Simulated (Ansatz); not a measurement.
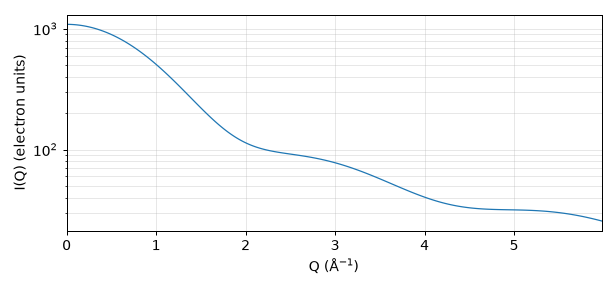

Elastic X-ray scattering of a randomly oriented, rigid molecule, calculated with the Debye equation from neutral-atom form factors (independent atoms, no Compton part, no vibration). The geometry is the end point of an optimisation (Ansatz 0.2.0, RKS PBE/def2-SVP); it may be a saddle point or a higher isomer. It contains O, C, F, H.

**How many electrons does the independent-atom model of the molecule hold?**

I(0) is the square of the electron number: I(0) = 1090, so about 33 electrons, the count of C2H4FO counted as neutral atoms.

**What radius of gyration does the initial fall-off give?**

From I(Q) ≈ I(0) exp(−Q²R²/3) at small Q, R ≈ 1.53 Å. It is larger than the electron-weighted radius of the nuclear positions alone (1.36 Å), because each atom's electron cloud adds to it.
